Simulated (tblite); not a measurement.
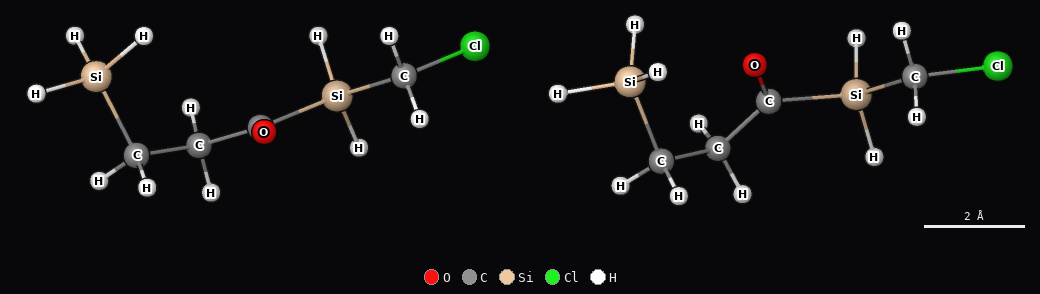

Two geometries of C4H11ClOSi2, drawn at one scale. One is the start of a relaxation, the other its converged end. A ball-and-stick model, seen from a free direction.

Level of theory: GFN2-xTB geometry optimisation, gas phase (tblite). 

### Which of the two is the end point?

The right one is the relaxed one. The largest move after the best rigid fit is that of the O atom, 1.60 Å. Largest moves by element: O 1.60 Å, H 1.07 Å, C 0.68 Å, Cl 0.51 Å, Si 0.39 Å. Near-neighbour distances that change, for instance: O–Si 3.587 → 2.546 Å, C–Si 1.842 → 1.907 Å, H–Si 1.500 → 1.462 Å, C–Si 1.896 → 1.928 Å. Bond angles that change, for instance: H–Si–H 107.6° → 115.7°, C–Si–H 109.7° → 104.0°, C–Si–C 110.5° → 105.2°. Groups turn about C–Si by about 35°, C–Si by about 35°, C–C by about 35°. The energy falls by 23.3 kJ/mol in 159 geometry steps. The run took 2.6 s on 1 thread of Arm Neoverse N1, on a shared host.
